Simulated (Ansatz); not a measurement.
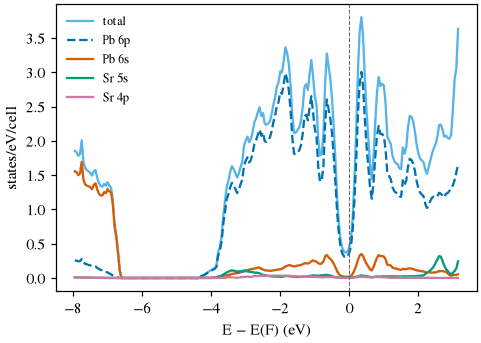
Fig. 1. Total and projected density of states of SrPb₃ (Cu3Au type, space group No. 221), plane-wave PAW LDA (Ansatz code)

Task: Which orbitals carry the states next to the Fermi level?

Result: Within 0.5 eV of the Fermi level: Pb 6p 80 %, Pb 6s 9 %, outside the projected shells 10 %. Projections are on Löwdin-orthogonalised atomic valence shells; empty p or d shells of many metals are not among them.

Task: Where is the tallest occupied peak in this window, and what makes it?

Result: Near -1.8 eV, about 3.4 states/eV per cell; the largest projected share is Pb 6p.

Space group Pm-3m (Cu3Au type). The workflow started from an entry of the Crystallography Open Database (COD); the relaxed space group is not among those it files for this formula. COD files the formula under space group No. 123, so this cell is another polymorph or a model. Whether it is the stable phase at ambient conditions was not checked. Symmetry was held in the LDA relaxation; of distortions, only those at the zone centre were tested. Spin–orbit coupling is left out wherever it is not named.

Potentials: the later of the program's two PAW sets.
